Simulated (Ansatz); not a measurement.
SiH4 (SMILES [SiH4]) and AsH3 (SMILES [AsH3]) are pulled apart as rigid monomers along the line of their centres of mass, from the B3LYP-D3(BJ)/def2-TZVP minimum. Starting geometry (charge 0, multiplicity 1):
```xyz
9

Si     0.0047    -0.0823     0.1973
H      0.3140    -0.6296    -1.1431
H     -1.4219     0.3073     0.2561
H      0.8518     1.1025     0.4583
H      0.2739    -1.1135     1.2247
As     0.1119     0.4385     4.1774
H     -0.6262     1.0291     5.3751
H     -0.7231    -0.8361     4.2204
H     -0.8503     1.0968     3.1939
```

Interaction energies with rigid monomers; basis-set methods are counterpoise corrected unless marked otherwise.

Cores are frozen in the correlated methods. Filled d and f shells under p-block atoms count as core.

The values were computed with Ansatz (a quantum-chemistry and plane-wave program) with Gaussian orbitals. Values without a source in brackets are computed.

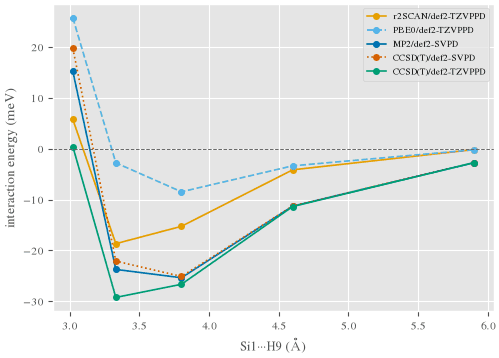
Figure. Interaction energy against separation

**Question.** Which level binds most strongly at Si1···H9 = 3.33, and by how much?

**Answer.** CCSD(T)/def2-TZVPPD, -29 meV.
